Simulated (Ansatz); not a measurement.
CHAlO2 (SMILES [O]1[CH]2[O][Al]12)

The calculation's input:

```
crystal:
  periodic: [false, false, false]
  atoms:
    - symbol: C
      position_ang: [-0.096882, 0.138849, 0.201680]
    - symbol: Al
      position_ang: [1.221453, 1.718160, 1.429474]
    - symbol: O
      position_ang: [1.034749, -0.191388, 0.651050]
    - symbol: O
      position_ang: [-0.529505, 1.306677, 0.402740]
    - symbol: H
      position_ang: [-0.704317, -0.589185, -0.363414]
basis:
  gaussian: {orbitals: def2-TZVPD}
hamiltonian: {xc: {name: PBE0}}
output: {forces: true, orbitals: {seedname: orbitals}}
```

Run with:

```sh
ansatz run input.yaml --threads 1 --pin off --max-ram 2610MiB --events-out events.jsonl --progress --plain --runs-dir runs
```

Geometry: PBE0-D3(BJ)/pcseg-1.

All numbers below come from isolated molecule in a Gaussian basis; Kohn-Sham density functional theory, functional PBE0 in Ansatz 0.2.0.

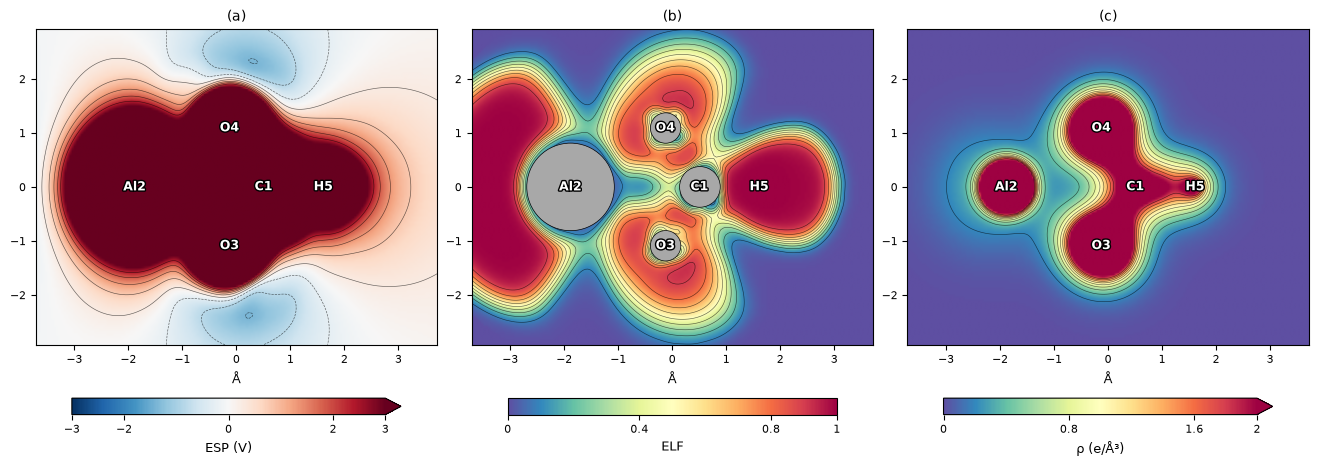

Figure 1. (a) electrostatic potential; (b) electron localisation function; (c) total electron density on the molecular plane. Grey discs cover the atomic cores in the ELF map.

### What do the fields say about this system?

- The section cuts through C, Al, O and H sites.
- C–O (1.26 Å): the density is about 3 e/Å³ at the midpoint; the ELF peaks at about 0.85 between the atoms, as expected for a polar covalent bond.
- Al–O (2.07 Å): ρ at the midpoint is about 0.43 e/Å³; the ELF peaks at about 0.90 in the valence shell of O, 0.6 Å from its nucleus, and is about 0.55 at the midpoint.
- C–Al (2.40 Å): ρ is about 0.32 e/Å³ halfway, with its minimum of 0.26 e/Å³ about 1.5 Å from C; the ELF is about 0.15 at the midpoint.
- C–H (1.10 Å): ρ at the midpoint is about 2.1 e/Å³; the ELF climbs to about 1 towards the hydrogen, as it does in any bond to H; a covalent bond by its length.
- The ELF also peaks beside O3 and O4, away from the bonds: lone-pair regions.
- Outside the dense part of the molecule the potential is most negative (−1.4 V) near O3 and O4.

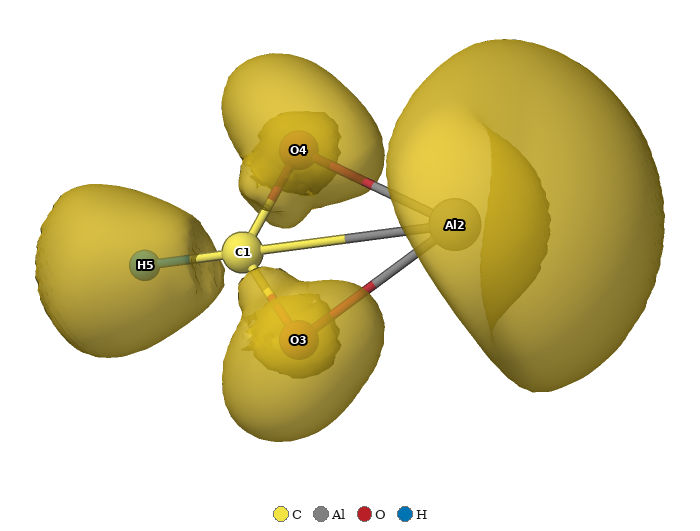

Figure 2. Isosurface of the electron localisation function at 0.75 (yellow), seen at a tilt. Core shells and regions of very low density are left out.

### Where are the electrons localised?

The surface consists of one region around a hydrogen nucleus, two regions on O in which the atom's valence shell and bonds are merged and one lobe on Al, pointing away from the bonds (lone pairs).

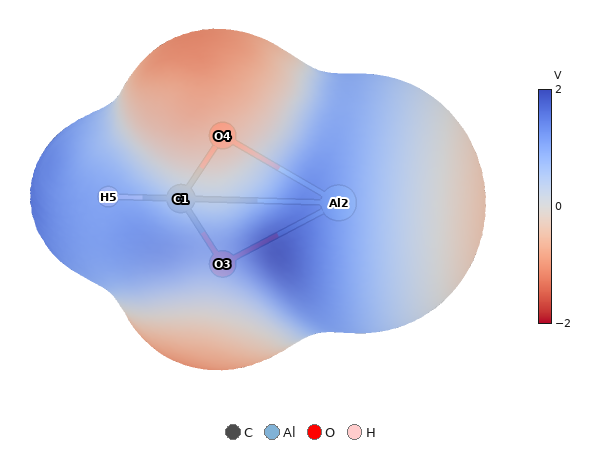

Figure 3. The molecular electrostatic potential painted on the density surface at 0.002 e/bohr³, seen at a tilt; the colour scale runs from red (negative) to blue (positive).

### Where is the surface potential most negative and most positive?

The most negative region (about −1.1 V, or −25 kcal/mol for a unit charge) lies over O3 and O4, the most positive (about +1.9 V, or +44 kcal/mol for a unit charge) over Al2.
